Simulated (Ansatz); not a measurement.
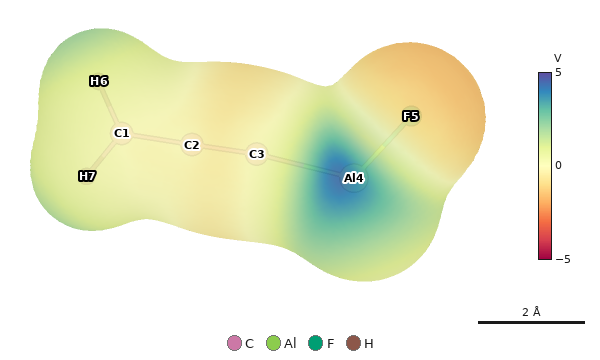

Figure 1: C3H2AlF (SMILES C=C=[C-][Al+][F]) (triplet). The electrostatic potential painted on the density surface at 0.004 e/bohr³, seen at a tilt; red is negative and blue positive.

Geometry: PBE0-D3(BJ)/def2-SVP.

Computed with isolated molecule in a Gaussian basis; Kohn-Sham density functional theory, functional PBE0 in Ansatz 0.2.0.

```yaml
atoms:
  - { symbol: C, position_ang: [-3.6579, -2.7088, -1.5530] }
  - { symbol: C, position_ang: [-2.7718, -1.6996, -1.3392] }
  - { symbol: C, position_ang: [-1.9670, -0.7639, -1.1393] }
  - { symbol: Al, position_ang: [-0.6013, 0.5431, -0.8866] }
  - { symbol: F, position_ang: [-1.0225, 2.0757, -0.3756] }
  - { symbol: H, position_ang: [-4.7295, -2.5582, -1.3926] }
  - { symbol: H, position_ang: [-3.3192, -3.6929, -1.8900] }
```

**Where is the surface potential most negative and most positive?**

The most negative region (about −1.5 V, or −35 kcal/mol for a unit charge) lies over F5, the most positive (about +4.2 V, or +97 kcal/mol for a unit charge) over Al4.

**How polar is the molecule by this calculation?**

Its dipole moment is 2.58 D.
